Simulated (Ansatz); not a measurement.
# Cadmium, simple cubic under LDA: ground state and equation of state, part 2 of 2

Aim: take cadmium in the simple cubic structure, relax it, solve it on a dense k-mesh, switch on spin-orbit coupling, then scale the cell to 7 volumes from 88 to 112 % of the relaxed one and try a fit of the equation of state. The k-meshes are 11×11×11 for the relaxation; 18×18×18 for the dense run; 11×11×11 for spin-orbit coupling; 12×12×12 for the volumes.

Ansatz 0.2.0; DFT, LDA (PW92), plane waves (420 eV) with PAW, scalar-relativistic. The steps go on from the part before.

**9. The cell scaled to 104 % of its volume**

This is Cd in the simple cubic structure; at room conditions it is hcp.

input.yaml reads:

```yaml
crystal:
  lattice:
    - [2.8899242277, 0.0, 0.0]
    - [0.0, 2.8899242277, 0.0]
    - [0.0, 0.0, 2.8899242277]
  atoms:
    - { symbol: Cd, position: [0.0, 0.0, 0.0] }
hamiltonian:
  xc: lda
  pseudopotentials:
    kind: paw
    azcp:
      Cd: "pseudopotentials/Cd.paw.azcp"
basis:
  ecutwfc: 420
  fft_grid_basis: typed
kpoints:
  mp_grid: { grid: [12, 12, 12], shift: [0, 0, 0] }
magnetization:
  spin_polarized: false
scf:
  occupations: { method: fermi_dirac, width: 0.1 }
  lower_state_search: "off"
output:
  stress: true
```

Launch:

```sh
$ ansatz run input.yaml --threads 2 --pin off --max-ram 5120MiB --backend cpu --events-out ev --progress --plain --runs-dir out
```

The log of the run (excerpt; [...] marks lines left out):

```text
Warning: <dir> the record states the generating functional pbe (its physics header spells it `PBE`), which answers neither for hamiltonian.xc's functional nor for the lda family's — results may be inconsistent (PPs are generated against a specific XC)
Warning: RAYON_NUM_THREADS=2 ignored (pool sized by the plan → 2); use --threads N
[...]
Pseudopotentials: kind: paw
Pseudopotential: Cd, paw, valence charge 20, recommended cutoff 420 eV (normal), <dir>
Functional definition: SPW92
[...]
Crystal: 1 atoms, lattice volume = 24.136 Å³
Basis set: ecut = 420 eV, 461 PW (Γ)
Bands: 14, of which v1, the nominal top of the filled ones, is band 10 counted from 1 (9 counted from 0)
Symmetry: 48 space group operations
Space group: Pm-3m (ITA 221), of the structure as read, at distance tolerance 2.9e-5 Å
k-points: 84 of 1728
[...]
SCF iter   1: F=—  HF=-8117.697952 eV  |F-HF|=—  |Δ(HF+E_count)|=         —  Δρ=8.62e-3  dr2=1.18e-2  ethr=1.77e-3  ⟨swp⟩=5.3  Hψ=5995  notcnv=0
[...]
SCF iter   6: F=-8117.694112 eV  HF=-8117.694112 eV  |F-HF|=1.18e-11  |Δ(HF+E_count)|=  1.34e-10  Δρ=3.47e-7  dr2=2.04e-11  ethr=2.94e-12  ⟨swp⟩=1.0  Hψ=3427  notcnv=0
[...]
SCF converged after 6 iterations
Free energy (F): -8117.694112 eV
[...]
E sigma→0 (E₀):  -8117.686060 eV
Entropy (-TS):   -0.016105 eV (-16.105 meV/atom)
Fermi energy:    12.130684 eV
[...]
--- Stress (GPa, compression-positive) ---
       -1.704341       0.000000      -0.000000
        0.000000      -1.704341       0.000000
        0.000000       0.000000      -1.704341
  P = ⅓ Tr σ = -1.7043 GPa (-17.043 kbar)
```

Wall time 0.99 s (2 threads of Intel Xeon Platinum 8375C at 2.90GHz (Ice Lake), shared host); peak memory 0.34 GiB.

**10. The cell scaled to 108 % of its volume**

Changes to input.yaml since step 9:

```diff
@@ -2,5 +2,5 @@
   lattice:
-    - [2.8899242277, 0.0, 0.0]
-    - [0.0, 2.8899242277, 0.0]
-    - [0.0, 0.0, 2.8899242277]
+    - [2.9265094308, 0.0, 0.0]
+    - [0.0, 2.9265094308, 0.0]
+    - [0.0, 0.0, 2.9265094308]
   atoms:
@@ -25 +25,5 @@
   stress: true
+  write_density: true
+  write_potential: true
+  elf: true
+  volumetric_format: npy
```

Launch:

```sh
$ ansatz run input.yaml --threads 2 --pin off --max-ram 5120MiB --backend cpu --events-out ev --progress --plain --runs-dir out
```

The log of the run (excerpt; [...] marks lines left out):

```text
Warning: <dir> the record states the generating functional pbe (its physics header spells it `PBE`), which answers neither for hamiltonian.xc's functional nor for the lda family's — results may be inconsistent (PPs are generated against a specific XC)
Warning: RAYON_NUM_THREADS=2 ignored (pool sized by the plan → 2); use --threads N
[...]
Pseudopotentials: kind: paw
Pseudopotential: Cd, paw, valence charge 20, recommended cutoff 420 eV (normal), <dir>
Functional definition: SPW92
[...]
Crystal: 1 atoms, lattice volume = 25.064 Å³
Basis set: ecut = 420 eV, 461 PW (Γ)
Bands: 14, of which v1, the nominal top of the filled ones, is band 10 counted from 1 (9 counted from 0)
Symmetry: 48 space group operations
Space group: Pm-3m (ITA 221), of the structure as read, at distance tolerance 2.9e-5 Å
k-points: 84 of 1728
[...]
SCF iter   1: F=—  HF=-8117.683858 eV  |F-HF|=—  |Δ(HF+E_count)|=         —  Δρ=8.40e-3  dr2=1.18e-2  ethr=1.77e-3  ⟨swp⟩=5.3  Hψ=6004  notcnv=0
[...]
SCF iter   6: F=-8117.680062 eV  HF=-8117.680062 eV  |F-HF|=1.00e-11  |Δ(HF+E_count)|=  3.59e-10  Δρ=2.37e-7  dr2=1.05e-11  ethr=5.56e-12  ⟨swp⟩=3.9  Hψ=5065  notcnv=0
[...]
SCF converged after 6 iterations
Free energy (F): -8117.680062 eV
[...]
E sigma→0 (E₀):  -8117.671795 eV
Entropy (-TS):   -0.016534 eV (-16.534 meV/atom)
Fermi energy:    11.506659 eV
[...]
--- Stress (GPa, compression-positive) ---
       -3.082545       0.000000      -0.000000
        0.000000      -3.082545       0.000000
        0.000000       0.000000      -3.082545
  P = ⅓ Tr σ = -3.0825 GPa (-30.825 kbar)
--- Band table (eV; the first three rows and the last of 84) ---
  k-point 0: bands = ["-91.0138", "-52.1185", "-52.1185", "-52.1185", "1.9258", "1.9258", "3.4597", "3.4597", "3.4597", "3.6599", "21.4820", "21.4820", "21.4820", "25.3911"]
[...]
```

It took 1.4 s on 2 threads of Intel Xeon Platinum 8375C at 2.90GHz (Ice Lake), shared host; peak memory 0.34 GiB.

**11. The cell scaled to 112 % of its volume**

Changes to input.yaml since step 10:

```diff
@@ -2,5 +2,5 @@
   lattice:
-    - [2.9265094308, 0.0, 0.0]
-    - [0.0, 2.9265094308, 0.0]
-    - [0.0, 0.0, 2.9265094308]
+    - [2.9622020879, 0.0, 0.0]
+    - [0.0, 2.9622020879, 0.0]
+    - [0.0, 0.0, 2.9622020879]
   atoms:
```

Launch:

```sh
$ ansatz run input.yaml --threads 2 --pin off --max-ram 5120MiB --backend cpu --events-out ev --progress --plain --runs-dir out
```

The log of the run (excerpt; [...] marks lines left out):

```text
Warning: <dir> the record states the generating functional pbe (its physics header spells it `PBE`), which answers neither for hamiltonian.xc's functional nor for the lda family's — results may be inconsistent (PPs are generated against a specific XC)
Warning: RAYON_NUM_THREADS=2 ignored (pool sized by the plan → 2); use --threads N
[...]
Pseudopotentials: kind: paw
Pseudopotential: Cd, paw, valence charge 20, recommended cutoff 420 eV (normal), <dir>
Functional definition: SPW92
[...]
Crystal: 1 atoms, lattice volume = 25.992 Å³
Basis set: ecut = 420 eV, 485 PW (Γ)
Bands: 14, of which v1, the nominal top of the filled ones, is band 10 counted from 1 (9 counted from 0)
Symmetry: 48 space group operations
Space group: Pm-3m (ITA 221), of the structure as read, at distance tolerance 3.0e-5 Å
k-points: 84 of 1728
[...]
SCF iter   1: F=—  HF=-8117.662846 eV  |F-HF|=—  |Δ(HF+E_count)|=         —  Δρ=8.21e-3  dr2=1.18e-2  ethr=1.77e-3  ⟨swp⟩=5.3  Hψ=5999  notcnv=0
[...]
SCF iter   6: F=-8117.659045 eV  HF=-8117.659045 eV  |F-HF|=1.82e-12  |Δ(HF+E_count)|=  4.94e-10  Δρ=1.36e-7  dr2=4.43e-12  ethr=6.84e-12  ⟨swp⟩=3.9  Hψ=5158  notcnv=0
[...]
SCF converged after 6 iterations
Free energy (F): -8117.659045 eV
[...]
E sigma→0 (E₀):  -8117.650666 eV
Entropy (-TS):   -0.016759 eV (-16.759 meV/atom)
Fermi energy:    10.929094 eV
[...]
--- Stress (GPa, compression-positive) ---
       -4.122903       0.000000       0.000000
        0.000000      -4.122903       0.000000
        0.000000       0.000000      -4.122903
  P = ⅓ Tr σ = -4.1229 GPa (-41.229 kbar)
--- Band table (eV; the first three rows and the last of 84) ---
  k-point 0: bands = ["-91.5327", "-52.6408", "-52.6408", "-52.6408", "1.4800", "1.4800", "2.9036", "2.9036", "2.9036", "3.3093", "20.6997", "20.6997", "20.6997", "24.5053"]
[...]
```

Wall time 1.3 s (2 threads of Intel Xeon Platinum 8375C at 2.90GHz (Ice Lake), shared host); peak memory 0.34 GiB.

**12. Energy and pressure against volume**

All volumes keep the relaxed shape and fractional coordinates.

```tsv
V (Å³/atom)	E − E₀ (meV/atom)	P from the stress (GPa)	P from the fit (GPa)
20.422	72.1	9.60	9.53
21.351	29.1	5.57	5.48
22.279	6.7	2.48	2.39
23.207	0.0	0.11	0.04
24.136	5.2	-1.70	-1.75
25.064	19.5	-3.08	-3.11
25.992	40.6	-4.12	-4.13
```

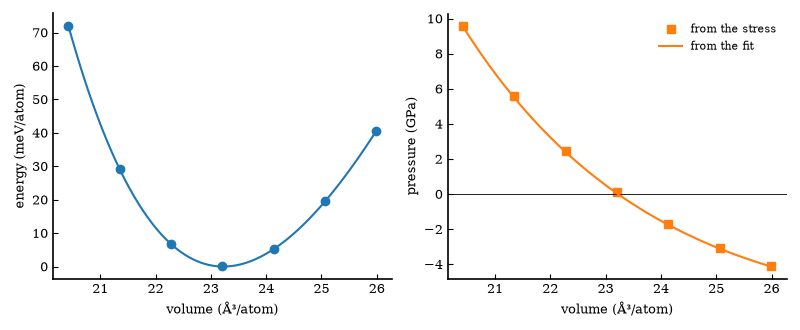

Energy and pressure against volume; the lines are the Birch-Murnaghan fit.

A third-order Birch-Murnaghan fit gives V₀ = 23.224 Å³/atom, B₀ = 51 GPa and B₀′ = 5.8; it misses no point by more than 0.01 meV/atom.

Fit and stress differ a little: one follows E(σ → 0), the other the smeared free energy.

**13. Summary of results**

This closing draws on all 2 parts.

```
                      quantity                         value
space group (spins left aside)               Pm-3m (No. 221)
             conventional cell                   a = 2.852 Å
                        volume                23.207 Å³/atom
             shortest distance                       2.852 Å
               gap on the mesh  none (levels filled in part)
               relative to hcp                 +184 meV/atom
                   V₀, B₀, B₀′   23.224 Å³/atom, 51 GPa, 5.8
```

What this shows: From the guessed start the volume shrank by 0.4 % in 3 steps. It lies 184 meV/atom above the element's reference form at the same level (hcp, from a run of its own), so it is far from stable. No gap shows: it is a metal or semimetal at this level. Totals with and without spin-orbit coupling (-2.6 eV/atom apart) can't be read as binding, since the two-component data shift the zero of energy. The fitted modulus is 51 GPa. Relaxation kept the symmetry; phonons were not checked.
